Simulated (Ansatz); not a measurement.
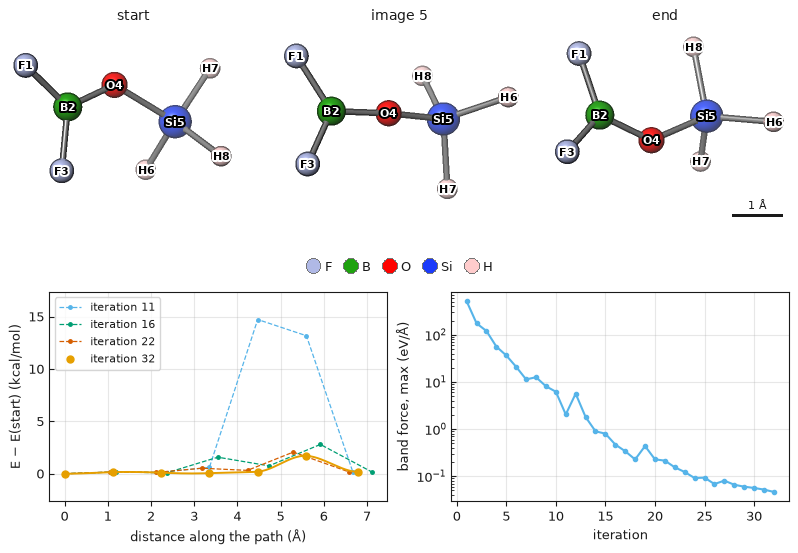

A nudged-elastic-band calculation for BSiH3OF2. Images are numbered from 0 (start) to 6 (end). The plot follows the band through its iterations. The picture is a ball-and-stick view, seen from a free direction.

Method: RKS B3LYP-D4/def2-SVP in Ansatz 0.2.0. Set-up: 5 movable images; climbing image; force threshold 0.05 eV/Å; iteration limit 34; starting path through a guess of the saddle point.

Q: How did the profile develop, and is the result final?

A: The result is final at these settings. The band converged in 32 iterations. The largest component of the band force went from 510 to 0.046 eV/Å. The climbing image converged on the top of the path. Its vibrational analysis gives one imaginary mode (75i cm⁻¹), as a transition state must have. The first iteration put the highest image at 3727.96 kcal/mol. Forward barrier 1.71 kcal/mol, backward barrier 1.54 kcal/mol, with image 5 at the top; the reaction energy is +0.17 kcal/mol.

The run took about 10 core-minutes on a shared host.
